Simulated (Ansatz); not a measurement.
# CaWO4 (I4_1/a): the equilibrium volume, part 2 of 2

Aim: the volume at which the pressure of CaWO4 (I4_1/a) vanishes.

Ansatz 0.2.0; DFT r²SCAN, scalar-relativistic, plane waves, PAW.

**3. Relaxing cell and atoms**

input.yaml

```yaml
crystal:
  lattice:
    - [-2.6279966796, 2.6279966796, 5.6743405806]
    - [2.6279966796, -2.6279966796, 5.6743405806]
    - [2.6279966796, 2.6279966796, -5.6743405806]
  atoms:
    - { symbol: Ca, position: [0.25, 0.75, 0.5] }
    - { symbol: Ca, position: [0.5, 0.5, 0.0] }
    - { symbol: W, position: [0.75, 0.25, 0.5] }
    - { symbol: W, position: [0.0, 0.0, 0.0] }
    - { symbol: O, position: [0.15531108, 0.75900123, 0.08703817] }
    - { symbol: O, position: [0.67196306, 0.06827291, 0.91296183] }
    - { symbol: O, position: [0.59468892, 0.49099877, 0.41296183] }
    - { symbol: O, position: [0.07803694, 0.18172709, 0.58703817] }
    - { symbol: O, position: [0.50900123, 0.92196306, 0.10369015] }
    - { symbol: O, position: [0.81827291, 0.40531108, 0.89630985] }
    - { symbol: O, position: [0.24099877, 0.32803694, 0.39630985] }
    - { symbol: O, position: [0.93172709, 0.84468892, 0.60369015] }
basis:
  ecutwfc: 500
kpoints:
  mp_grid: { grid: [6, 6, 6] }
hamiltonian:
  xc: r2scan
scf:
  occupations: { method: gaussian, width: 0.02 }
output:
  forces: true
  stress: true
  eigenvalues: true
  write_density: true
  write_potential: true
  elf: true
  volumetric_format: npy
relax:
  adjacent_minimum: "off"
  f_tol: 0.005
  max_steps: 80
  cell: { stress_tol: 0.05 }
```

Launch:

```
$ ansatz run input.yaml --threads 8 --pin off --max-ram 14336MiB --backend cpu --events-out ev --progress --plain --runs-dir out
```

Standard output:

```text
Warning: RAYON_NUM_THREADS=8 ignored (pool sized by the plan → 8); use --threads N
Engine: ansatz 0.2.0, aarch64-unknown-linux-gnu
Pseudopotentials: kind: paw
Pseudopotential: Ca, paw, valence charge 10, recommended cutoff 500 eV (meta_gga), Ca.paw.azcp
Pseudopotential: W, paw, valence charge 14, recommended cutoff 500 eV (meta_gga), W.paw.azcp
Pseudopotential: O, paw, valence charge 6, recommended cutoff 500 eV (meta_gga), O.paw.azcp
Functional definition: r2SCAN
  parameter k0 = 0.174
  parameter k1 = 0.065
  parameter a1 = 4.9479
  exchange = r2scan_x(k0 = k0, k1 = k1, a1 = a1)
  correlation = r2scan_c
Crystal: 12 atoms, lattice volume = 156.756 Å³
Basis set: ecut = 500 eV, 4037 PW (Γ), exchange–correlation on 200×200×200 points (64 copies of the dense FFT grid, shifted against one another)
Bands: 60, of which v1, the nominal top of the filled ones, is band 48 counted from 1 (47 counted from 0)
Symmetry: 8 space group operations
Space group: I41/a (ITA 88), of the structure as read, at distance tolerance 5.4e-5 Å
k-points: 36 of 216
Non-local potential: Ca, projectors of the file, l = 0: 3, l = 1: 2, l = 2: 2
Non-local potential: W, projectors of the file, l = 0: 3, l = 1: 2, l = 2: 2, l = 3: 1
Non-local potential: O, projectors of the file, l = 0: 2, l = 1: 2, l = 2: 1
PAW form: soft (Blöchl's): semilocal exchange-correlation on the pseudo side does not see the compensation charge
PAW frozen core: Ca, regenerated for the run's functional (the file was generated under x = pbe(κ = 0.804, μ = 0.2195149727645171), c = pbe(β = 0.06672455060314922))
PAW frozen core: W, regenerated for the run's functional (the file was generated under x = pbe(κ = 0.804, μ = 0.2195149727645171), c = pbe(β = 0.06672455060314922))
PAW frozen core: O, regenerated for the run's functional (the file was generated under x = pbe(κ = 0.804, μ = 0.2195149727645171), c = pbe(β = 0.06672455060314922))
PAW one-centre angular grid: Ca, 302 points (default); XC on 160 Gauss nodes
PAW one-centre angular grid: W, 590 points (default); XC on 160 Gauss nodes
PAW one-centre angular grid: O, 302 points (default); XC on 160 Gauss nodes
Initial density: superposition of atomic densities (neutral atoms: chi_scale 0, normalization atom), corrected by the library's trained network
Initial wavefunctions: pseudopotential atomic-orbital guess
Functional: x = r2scan, c = r2scan; τ floored in thin density (d = 2e-4 eV/Å³)
SCF iter   1: F=—  HF=-29000.138789 eV  |F-HF|=—  |Δ(HF+E_count)|=         —  Δρ=9.80e-3  dr2=1.96e-1  dr2_τ=7.64e-1  ethr=1.77e-3  ⟨swp⟩=7.6  Hψ=9439  notcnv=0  defer=5
preconditioner: auto → Resta (q_TF=auto, 2.514 Å⁻¹)  ε∞=4.1  [insulator: Δε(μ)=4.668 eV  Ē_g=14.801 eV  σ=0.020 eV  W_gap=1.00  n_scr=36 (ndim 8)  ℏωp=25.9 eV  f_vac=0.040  D(μ)=0.00/eV (n_scr^D=0)  ε∞_Penn≈4.1]
SCF iter   2: F=—  HF=-29000.301875 eV  |F-HF|=—  |Δ(HF+E_count)|=   1.63e-1  Δρ=5.42e-3  dr2=1.65e-2  dr2_τ=1.36e-2  ethr=2.04e-4  ⟨swp⟩=2.0  Hψ=3775  notcnv=0  defer=288
SCF iter   3: F=—  HF=-29000.301810 eV  |F-HF|=—  |Δ(HF+E_count)|=   6.48e-5  Δρ=2.50e-3  dr2=5.85e-3  dr2_τ=4.95e-4  ethr=1.72e-5  ⟨swp⟩=2.0  Hψ=2884  notcnv=0  defer=288
SCF iter   4: F=—  HF=-29000.301307 eV  |F-HF|=—  |Δ(HF+E_count)|=   5.03e-4  Δρ=4.11e-4  dr2=1.72e-4  dr2_τ=3.36e-5  ethr=6.09e-6  ⟨swp⟩=2.0  Hψ=3448  notcnv=0  defer=288
SCF iter   5: F=—  HF=-29000.301359 eV  |F-HF|=—  |Δ(HF+E_count)|=   5.16e-5  Δρ=1.03e-4  dr2=2.02e-5  dr2_τ=1.78e-6  ethr=1.79e-7  ⟨swp⟩=3.0  Hψ=4152  notcnv=0  defer=288
SCF iter   6: F=—  HF=-29000.301441 eV  |F-HF|=—  |Δ(HF+E_count)|=   8.26e-5  Δρ=1.68e-5  dr2=4.43e-7  dr2_τ=4.88e-8  ethr=2.10e-8  ⟨swp⟩=2.0  Hψ=2681  notcnv=0  defer=288
SCF iter   7: F=-29000.301442 eV  HF=-29000.301442 eV  |F-HF|=1.03e-8  |Δ(HF+E_count)|=   3.41e-7  Δρ=3.77e-6  dr2=2.53e-8  dr2_τ=2.07e-9  ethr=1.04e-10  ⟨swp⟩=16.4  Hψ=16644  notcnv=0
SCF 1 converged in 7 iterations: F = -29000.301442 eV  dr2 = 2.53e-8
relax step   1: F+E_penalty+E_count = -29000.30144158 eV  Δ(F+E_penalty+E_count) = +0.000e0 eV  max|allowed force component| = 3.104e-1 eV/Å  Δτ_max = 0.0000 Å  P = -2.385 GPa  Ω = 156.756 Å³  (7 SCF iters, dr2 threshold 1.00e-7 eV, accepted)
Crystal: 12 atoms, lattice volume = 155.538 Å³
Basis set: ecut = 500 eV, 4029 PW (Γ), exchange–correlation on 200×200×200 points (64 copies of the dense FFT grid, shifted against one another)
Initial density: handed on by an earlier stage of this run
Initial wavefunctions: those handed on with the density
iter 1 solved again at ethr=4.56e-6 eV; its pass at ethr=3.10e-3 eV (dr2=4.37e-3 eV) is discarded
SCF iter   1: F=—  HF=-29000.314558 eV  |F-HF|=—  |Δ(HF+E_count)|=         —  Δρ=1.75e-3  dr2=3.81e-3  dr2_τ=2.18e-2  ethr=4.56e-6  ⟨swp⟩=3.8  Hψ=8897  notcnv=0
preconditioner: auto → Resta (q_TF=auto, 2.517 Å⁻¹)  ε∞=4.1  [insulator: Δε(μ)=4.602 eV  Ē_g=14.813 eV  σ=0.020 eV  W_gap=1.00  n_scr=36 (ndim 8)  ℏωp=26.0 eV  f_vac=0.039  D(μ)=0.00/eV (n_scr^D=0)  ε∞_Penn≈4.1]
SCF iter   2: F=—  HF=-29000.319665 eV  |F-HF|=—  |Δ(HF+E_count)|=   5.11e-3  Δρ=6.65e-4  dr2=6.08e-4  dr2_τ=4.80e-5  ethr=3.97e-6  ⟨swp⟩=2.1  Hψ=3746  notcnv=0
SCF iter   3: F=—  HF=-29000.319684 eV  |F-HF|=—  |Δ(HF+E_count)|=   1.92e-5  Δρ=1.97e-4  dr2=6.20e-5  dr2_τ=5.10e-6  ethr=6.33e-7  ⟨swp⟩=2.0  Hψ=3024  notcnv=0
SCF iter   4: F=—  HF=-29000.319687 eV  |F-HF|=—  |Δ(HF+E_count)|=   2.60e-6  Δρ=4.75e-5  dr2=5.81e-6  dr2_τ=3.93e-7  ethr=6.46e-8  ⟨swp⟩=2.0  Hψ=3651  notcnv=0
SCF iter   5: F=—  HF=-29000.319688 eV  |F-HF|=—  |Δ(HF+E_count)|=   1.41e-6  Δρ=5.43e-5  dr2=5.47e-6  dr2_τ=7.96e-7  ethr=1.25e-9  ⟨swp⟩=13.8  Hψ=18002  notcnv=0
SCF iter   6: F=-29000.319687 eV  HF=-29000.319687 eV  |F-HF|=5.06e-8  |Δ(HF+E_count)|=   1.09e-6  Δρ=8.69e-6  dr2=7.37e-8  dr2_τ=9.28e-9  ethr=1.25e-9  ⟨swp⟩=7.9  Hψ=14759  notcnv=0
SCF 2 converged in 6 iterations: F = -29000.319687 eV  dr2 = 7.37e-8
relax step   2: F+E_penalty+E_count = -29000.31968743 eV  Δ(F+E_penalty+E_count) = -1.825e-2 eV  max|allowed force component| = 2.047e-2 eV/Å  Δτ_max = 0.0055 Å  P = +0.174 GPa  Ω = 155.538 Å³  energy of the carried Pulay correction = +6.664e-4 eV  (6 SCF iters, dr2 threshold 1.20e-6 eV, accepted)
Crystal: 12 atoms, lattice volume = 155.799 Å³
iter 1 solved again at ethr=6.80e-7 eV; its pass at ethr=3.10e-3 eV (dr2=6.53e-4 eV) is discarded
SCF iter   1: F=—  HF=-29000.318688 eV  |F-HF|=—  |Δ(HF+E_count)|=         —  Δρ=7.59e-4  dr2=7.16e-4  dr2_τ=2.11e-2  ethr=6.80e-7  ⟨swp⟩=2.1  Hψ=8858  notcnv=0
preconditioner: auto → Resta (q_TF=auto, 2.517 Å⁻¹)  ε∞=4.1  [insulator: Δε(μ)=4.598 eV  Ē_g=14.797 eV  σ=0.020 eV  W_gap=1.00  n_scr=36 (ndim 8)  ℏωp=25.9 eV  f_vac=0.040  D(μ)=0.00/eV (n_scr^D=0)  ε∞_Penn≈4.1]
SCF iter   2: F=—  HF=-29000.319832 eV  |F-HF|=—  |Δ(HF+E_count)|=   1.14e-3  Δρ=4.09e-4  dr2=2.11e-4  dr2_τ=3.12e-5  ethr=6.80e-7  ⟨swp⟩=2.0  Hψ=4017  notcnv=0
SCF iter   3: F=—  HF=-29000.319803 eV  |F-HF|=—  |Δ(HF+E_count)|=   2.87e-5  Δρ=2.01e-4  dr2=5.54e-5  dr2_τ=6.25e-6  ethr=2.20e-7  ⟨swp⟩=2.0  Hψ=3290  notcnv=0
SCF iter   4: F=—  HF=-29000.319880 eV  |F-HF|=—  |Δ(HF+E_count)|=   7.74e-5  Δρ=5.75e-5  dr2=2.91e-6  dr2_τ=4.11e-7  ethr=5.77e-8  ⟨swp⟩=2.0  Hψ=3212  notcnv=0
SCF iter   5: F=—  HF=-29000.319882 eV  |F-HF|=—  |Δ(HF+E_count)|=   1.36e-6  Δρ=2.27e-5  dr2=4.56e-7  dr2_τ=5.08e-8  ethr=3.03e-9  ⟨swp⟩=2.0  Hψ=3023  notcnv=0
SCF iter   6: F=-29000.319882 eV  HF=-29000.319882 eV  |F-HF|=3.07e-9  |Δ(HF+E_count)|=   4.74e-7  Δρ=3.25e-6  dr2=9.92e-9  dr2_τ=1.34e-9  ethr=9.96e-11  ⟨swp⟩=11.8  Hψ=15268  notcnv=0
SCF 3 converged in 6 iterations: F = -29000.319882 eV  dr2 = 9.92e-9
relax step   3: F+E_penalty+E_count = -29000.31988222 eV  Δ(F+E_penalty+E_count) = -1.948e-4 eV  max|allowed force component| = 1.076e-2 eV/Å  Δτ_max = 0.0079 Å  P = +0.044 GPa  Ω = 155.799 Å³  energy of the carried Pulay correction = +5.230e-4 eV  (6 SCF iters, dr2 threshold 9.56e-8 eV, accepted)
[... 10 lines left out ...]
relax step   4: F+E_penalty+E_count = -29000.31991932 eV  Δ(F+E_penalty+E_count) = -3.710e-5 eV  max|allowed force component| = 9.316e-4 eV/Å  Δτ_max = 0.0024 Å  P = -0.021 GPa  Ω = 155.903 Å³  energy of the carried Pulay correction = +4.662e-4 eV  (6 SCF iters, dr2 threshold 7.23e-9 eV, accepted)
Initial wavefunctions: pseudopotential atomic-orbital guess (no wavefunctions were taken with the density)
iter 1 solved again at ethr=7.83e-8 eV; its pass at ethr=3.10e-3 eV (dr2=7.52e-5 eV) is discarded
SCF iter   1: F=—  HF=-29000.319318 eV  |F-HF|=—  |Δ(HF+E_count)|=         —  Δρ=2.03e-5  dr2=6.73e-8  dr2_τ=4.36e-7  ethr=7.83e-8  ⟨swp⟩=3.7  Hψ=15468  notcnv=0
preconditioner: auto → Resta (q_TF=auto, 2.516 Å⁻¹)  ε∞=4.1  [insulator: Δε(μ)=4.604 eV  Ē_g=14.802 eV  σ=0.020 eV  W_gap=1.00  n_scr=36 (ndim 8)  ℏωp=25.9 eV  f_vac=0.040  D(μ)=0.00/eV (n_scr^D=0)  ε∞_Penn≈4.1]
SCF iter   2: F=—  HF=-29000.319399 eV  |F-HF|=—  |Δ(HF+E_count)|=   8.15e-5  Δρ=1.07e-5  dr2=2.33e-8  dr2_τ=2.10e-8  ethr=7.01e-11  ⟨swp⟩=3.1  Hψ=4681  notcnv=0
SCF iter   3: F=—  HF=-29000.319399 eV  |F-HF|=—  |Δ(HF+E_count)|=   3.30e-8  Δρ=3.63e-6  dr2=1.54e-8  dr2_τ=4.08e-9  ethr=2.42e-11  ⟨swp⟩=2.0  Hψ=3312  notcnv=0
SCF iter   4: F=—  HF=-29000.319399 eV  |F-HF|=—  |Δ(HF+E_count)|=   2.04e-9  Δρ=5.04e-7  dr2=3.51e-10  dr2_τ=4.53e-11  ethr=1.61e-11  ⟨swp⟩=2.1  Hψ=2782  notcnv=0
SCF iter   5: F=-29000.319399 eV  HF=-29000.319399 eV  |F-HF|=1.46e-11  |Δ(HF+E_count)|=  2.91e-11  Δρ=1.22e-7  dr2=2.62e-11  dr2_τ=1.42e-12  ethr=1.00e-12  ⟨swp⟩=7.7  Hψ=10546  notcnv=0
SCF 5 converged in 5 iterations: F = -29000.319399 eV  dr2 = 2.62e-11
relax step   5: F+E_penalty+E_count = -29000.31939916 eV  Δ(F+E_penalty+E_count) = +5.202e-4 eV  max|allowed force component| = 1.018e-3 eV/Å  Δτ_max = 0.0000 Å  P = -0.017 GPa  Ω = 155.903 Å³  stress off target by 1.72e-2 GPa  SCF on the basis re-selected at this cell (its energy is not comparable with the rows above)  (5 SCF iters)
basis re-selected at this cell: Δ(F+E_penalty+E_count) = +5.202e-4 eV, ΔP = +0.004 GPa vs the last step (what re-selecting the basis moved, of the pressure what is left beyond the Pulay correction that the steps carried, after the strain that the cell walked since its last selection, with what the two solves' SCF thresholds leave and, on support functions, any second-order correction that the steps lacked; it is no measure of the basis error at this ecutwfc). This SCF's stress stands 1.72e-2 GPa from its target on what of the cell is left free (relax.cell.stress_tol is 5.00e-2 GPa) and its largest allowed force component is 1.02e-3 eV/Å (relax.f_tol is 5.00e-3 eV/Å): within both
SCF converged after 5 iterations
Free energy (F): -29000.319399 eV
Harris-Foulkes:  -29000.319399 eV  (|F-HF|=1.46e-11)
Internal energy: -29000.319399 eV  (E = F + TS)
E sigma→0 (E₀):  -29000.319399 eV
Fermi energy:    9.222497 eV
--- Per-component energies (eV) ---
  E_band       = -881.965422
  E_kinetic    = 2861.677991
  E_local      = -6392.607931  (includes V_loc(G=0)·N_el)
  E_nonlocal   = 505.030307
  E_hartree    = 2235.970422
  E_xc         = -1357.766921
  E_vxc        = -1752.277503  (∫ρ·V_xc dr)
  E_paw        = -20191.844368  (= ΣΔE_a)
  E_vpaw       = -681.285802  (= ΣTr[D̂ρ^β])
  E_aug_tail   = 0.008091  (compensation charges beyond the density's cutoff)
  E_vtau       = 105.548489  (kinetic-family band-sum trace: ∫τ·v_τ [+ j·A + Jᵃ·Aᵃ] dr)
  E_ewald      = -6658.914236
  E_core_change = -1.872755  (= ΣΔE_core)
  E_smearing   = -0.000000  (= −TS)
  E_closure    = 0.000000  (closes the sum)
  Σ components = -29000.319399   (vs F -29000.319399, Δ=0.00e0)
--- Forces (eV/Å), atoms counted from 1 ---
  atom   1  Ca     0.00000000     0.00000000     0.00000000
  atom   2  Ca     0.00000000     0.00000000     0.00000000
  atom   3  W      0.00000000     0.00000000     0.00000000
  atom   4  W      0.00000000     0.00000000     0.00000000
  atom   5  O      0.00010737     0.00101805    -0.00074029
  atom   6  O     -0.00010737    -0.00101805    -0.00074029
  atom   7  O     -0.00010737    -0.00101805     0.00074029
  atom   8  O      0.00010737     0.00101805     0.00074029
  atom   9  O     -0.00101805     0.00010737    -0.00074029
  atom  10  O      0.00101805    -0.00010737    -0.00074029
  atom  11  O      0.00101805    -0.00010737     0.00074029
  atom  12  O     -0.00101805     0.00010737     0.00074029
  max |Σ_I F_I| component: 3.04e-18 eV/Å
--- Stress (GPa, compression-positive) ---
       -0.017139      -0.000001       0.000000
        0.000001      -0.017139       0.000000
        0.000000       0.000000      -0.017218
  P = ⅓ Tr σ = -0.0172 GPa (-0.172 kbar)
--- Band table (eV; the first three rows and the last of 36) ---
  k-point 0: bands = ["-68.4283", "-68.4275", "-32.2149", "-32.2078", "-32.2078", "-32.2008", "-32.2008", "-32.1855", "-32.0062", "-31.9904", "-12.5415", "-12.3469", "-12.3469", "-12.3367", "-12.3367", "-12.1398", "-11.3857", "-10.3154", "-10.2063", "-10.0185", "-10.0185", "-10.0040", "-9.9219", "-9.9219", "2.2118", "2.5545", "2.5734", "2.5734", "2.7109", "2.9979", "3.3437", "3.8047", "3.8047", "3.8369", "3.9080", "4.2378", "4.9980", "4.9980", "5.3128", "5.6621", "5.7045", "5.7045", "5.7840", "5.7840", "6.2708", "6.5793", "6.9207", "6.9207", "11.5242", "11.9840", "12.2471", "12.2485", "13.6132", "13.7114", "13.7114", "14.0858", "14.0858", "14.1657", "14.7079", "15.1383"]
  k-point 1: bands = ["-68.4283", "-68.4276", "-32.2149", "-32.2088", "-32.2077", "-32.2033", "-32.1993", "-32.1861", "-32.0030", "-31.9911", "-12.5434", "-12.4201", "-12.3752", "-12.3478", "-12.3172", "-12.1323", "-11.1490", "-10.3899", "-10.1364", "-10.1337", "-10.0921", "-9.9893", "-9.9150", "-9.9124", "2.2599", "2.3559", "2.5764", "2.8018", "2.9313", "3.1256", "3.3298", "3.6501", "3.6902", "3.7784", "3.9165", "4.3140", "4.8492", "5.0719", "5.2117", "5.5657", "5.7488", "5.7717", "5.8631", "5.8779", "6.3658", "6.5058", "6.6689", "6.8315", "11.6123", "12.0476", "12.1543", "12.3403", "13.5195", "13.6097", "13.9626", "13.9782", "14.1991", "14.3675", "14.9673", "15.2453"]
  k-point 2: bands = ["-68.4281", "-68.4277", "-32.2146", "-32.2110", "-32.2063", "-32.2056", "-32.1958", "-32.1883", "-31.9989", "-31.9939", "-12.5307", "-12.4454", "-12.4402", "-12.3539", "-12.2514", "-12.1386", "-10.7762", "-10.6078", "-10.3483", "-10.1315", "-10.1282", "-10.0079", "-9.8863", "-9.8413", "2.3117", "2.5148", "2.5622", "2.8650", "3.0118", "3.1617", "3.4596", "3.6562", "3.7182", "3.7551", "3.9053", "4.2953", "4.9490", "5.0803", "5.1164", "5.4218", "5.6820", "5.8083", "5.8641", "6.0574", "6.1445", "6.3730", "6.5430", "6.6487", "11.7024", "11.9106", "12.1899", "12.3597", "13.2740", "13.5873", "13.9163", "14.2136", "14.4433", "14.6977", "15.1711", "15.3643"]
  k-point 35: bands = ["-68.4279", "-68.4279", "-32.2129", "-32.2129", "-32.2015", "-32.2015", "-32.1957", "-32.1957", "-31.9968", "-31.9968", "-12.4900", "-12.4900", "-12.4358", "-12.4358", "-12.1692", "-12.1692", "-10.6709", "-10.6709", "-10.2046", "-10.2046", "-10.1422", "-10.1422", "-9.8241", "-9.8241", "2.3483", "2.3483", "2.8187", "2.8187", "3.0204", "3.0204", "3.4165", "3.4165", "3.5043", "3.5043", "4.5783", "4.5783", "4.8224", "4.8224", "4.8509", "4.8509", "5.4485", "5.4485", "6.4384", "6.4384", "6.5134", "6.5134", "6.8671", "6.8671", "11.6983", "11.6983", "12.0207", "12.0207", "13.4346", "13.4346", "14.4755", "14.4755", "14.7723", "14.7723", "15.0555", "15.0555"]
--- Relaxed structure (4 steps of the walk, 4 accepted, 1 SCFs on fresh bases) ---
  F+E_penalty+E_count = -29000.31939916 eV   max|allowed force component| = 1.018e-3 eV/Å   (the final SCF, on the basis selected at the relaxed cell)
  cell:  # Å, volume = 155.9029 Å³
    - [-2.6215777339078747, 2.6215777339078747, 5.6711192888755155]
    - [2.6215777339078747, -2.6215777339078747, 5.6711192888755155]
    - [2.6215777339078747, 2.6215777339078747, -5.6711192888755155]
  atoms:
    - { symbol: Ca, position: [0.24999999999999997, 0.7499999999999999, 0.49999999999999994] }
    - { symbol: Ca, position: [0.49999999999999994, 0.49999999999999994, -3.4379868795805715e-21] }
    - { symbol: W, position: [0.7499999999999999, 0.24999999999999997, 0.49999999999999994] }
    - { symbol: W, position: [6.622504261189947e-21, -3.691456377551502e-21, -3.437986879580166e-21] }
    - { symbol: O, position: [0.1553259931901917, 0.7605331046861841, 0.08782079140793819] }
    - { symbol: O, position: [0.672712313278246, 0.0675052017822536, 0.9121792085920618] }
    - { symbol: O, position: [0.5946740068098082, 0.4894668953138158, 0.4121792085920618] }
    - { symbol: O, position: [0.07728768672175404, 0.18249479821774642, 0.5878207914079382] }
    - { symbol: O, position: [0.510533104686184, 0.9227123132782458, 0.1052071114959924] }
    - { symbol: O, position: [0.8175052017822535, 0.4053259931901916, 0.8947928885040075] }
    - { symbol: O, position: [0.23946689531381582, 0.32728768672175396, 0.39479288850400757] }
    - { symbol: O, position: [0.9324947982177463, 0.8446740068098081, 0.6052071114959924] }
```

It took 38 s on 8 threads of Arm Neoverse V1, shared host; peak memory 1.5 GiB.

Step by step:

```csv
step,energy from step 1 (meV/atom),largest force component (eV/Å),pressure (GPa),volume (Å³/atom)
1,0.0,0.310,-2.39,13.063
2,-1.5,0.020,0.17,12.961
3,-1.5,0.011,0.04,12.983
4,-1.5,0.001,-0.02,12.992
5,-1.5,0.001,-0.02,12.992
```

Step 1 is the start. Step 5 repeats the geometry before it on a plane-wave basis chosen anew for the final cell, which leaves the energy as it was.

This gives: volume 12.992 Å³/atom, pressure -0.02 GPa, mesh gap 4.60 eV.

**4. The cell, before and after**

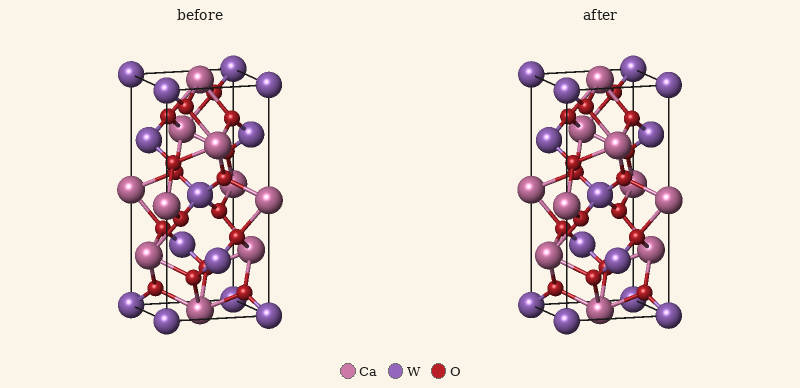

The structure before (left) and after (right), at one scale. Drawn in the start's conventional cell.

The cell before and after:

| cell as typed | before | after | change |
| --- | --- | --- | --- |
| a (Å) | 6.783 | 6.775 | -0.1 % |
| b (Å) | 6.783 | 6.775 | -0.1 % |
| c (Å) | 6.783 | 6.775 | -0.1 % |
| α (°) | 134.41 | 134.47 | +0.06° |
| β (°) | 134.41 | 134.47 | +0.06° |
| γ (°) | 66.45 | 66.35 | -0.10° |
| volume (Å³/atom) | 13.063 | 12.992 | -0.5 % |
| shortest distance (Å) | 1.799 | 1.789 | -0.5 % |
| space group | I4_1/a | I4_1/a | same |

**5. Results**

What follows sums up all 2 parts. Changes of volume or cell count from the first structure of part 1.

| quantity | value |
| --- | --- |
| volume | 12.992 Å³/atom |
| pressure | -0.02 GPa |
| conventional cell | a = 5.243 Å, b = 5.243 Å, c = 11.342 Å, α = 90.00°, β = 90.00°, γ = 90.00° |
| gap on the mesh | 4.60 eV |

From the first run shown, the volume went from 13.06 to 12.99 Å³/atom (-0.5 %) in 2 runs, where the pressure is zero within 0.02 GPa. Spin–orbit coupling is left out, though the cell holds W; in elements this heavy it can shift levels and gaps by tenths of an eV.

The gaps are Kohn-Sham values of a semilocal functional, not quasiparticle or optical gaps. Such gaps usually fall short of the measured ones.
